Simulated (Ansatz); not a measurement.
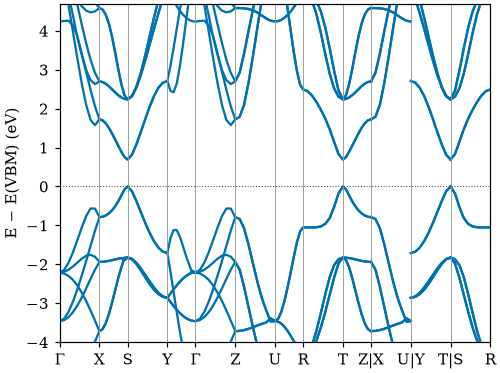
Figure. Band structure from plane-wave PAW r²SCAN (Ansatz code)

Read off the gap and where the band edges lie.

About 0.7 eV (0.69 eV by a search for the band edges); maximum at T, minimum at S.

The material is PbS (rock salt, Fm-3m).

Symmetry was held in the r²SCAN relaxation. Spin–orbit coupling is left out wherever it is not named.

Potentials: the later of the program's two PAW sets.
